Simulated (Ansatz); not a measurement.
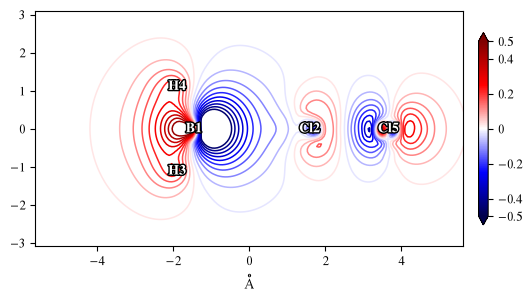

BH2···Cl2 (doublet). The HOMO (α) on the molecular plane (values in Å⁻³ᐟ²; the overall sign is arbitrary).

Not at a stationary point (largest force 1.3 eV/Å).

All numbers below come from Ansatz 0.2.0, UKS B3LYP-D4/def2-SVP.

```xyz
5

B     0.0000    0.0008   -0.3792
Cl    0.0000   -0.0001    2.6662
H     1.1112   -0.0004   -0.8266
H    -1.1112   -0.0004   -0.8266
Cl    0.0000    0.0000    4.7363
```

**What is the character of this orbital?**

Its weight (Hirshfeld) is mainly on B1 (about 65 %), Cl5 (about 10 %), Cl2 (about 10 %), H3 (about 5 %) and H4 (about 5 %); it is symmetric in the molecular plane (an in-plane orbital: σ, lone-pair or in-plane π type). Its energy is −6.39 eV.
